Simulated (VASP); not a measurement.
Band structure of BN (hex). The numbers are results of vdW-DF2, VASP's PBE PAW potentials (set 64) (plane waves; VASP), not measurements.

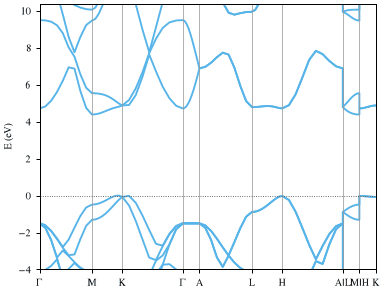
Figure. Bands along high-symmetry lines, zero at the valence-band maximum or, without a gap, the Fermi level

Q: Read the plot: is there a gap, and where are the band edges?

A: The gap is indirect, 4.39 eV, from the valence maximum at M-K at 0.89 to the conduction minimum at M. (Edges off the drawn lines would not show.)

The compound is BN in the hex structure. It was relaxed first, which changed the volume by +5 %.
